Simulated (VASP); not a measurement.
Band structure of FeAl (space group Pm-3m). All values below come from PBEsol GGA, VASP's PBE PAW potentials (set 64) (plane waves; VASP).

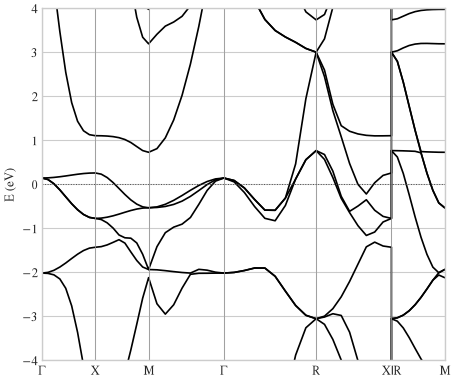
Figure. Bands along high-symmetry lines, zero at the valence-band maximum or, without a gap, the Fermi level

Question: Read the plot: is there a gap, and where are the band edges?

Answer: It has no gap at this level: it comes out as a metal or semimetal.

The structure is a typed FeAl crystal. The cell was not relaxed at this level. The run is not spin-polarised, so no magnetic state was tried. The electron count is odd and the run is not spin-polarised, which forces a metal.
